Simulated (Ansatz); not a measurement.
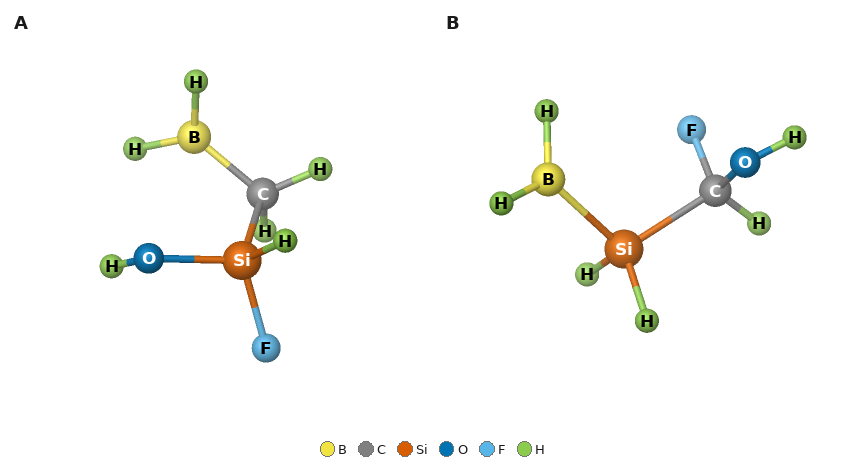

2 stationary structures of one formula. Geometries: PBE-D4/def2-SVP. Electronic energies: PBE-D4/def2-SVP (Ansatz 0.2.0), without zero-point energy. No frequency run is at hand to confirm each as a minimum. Each is one conformer, not always the lowest.

### How are they related?

They are constitutional isomers of CH6BFOSi: A `BC[Si@@H](O)F`, B `B[SiH2][C@H](O)F`.

### Which is lowest in energy, and by how much?

A is lowest; B lies 92.7 kcal/mol above it.
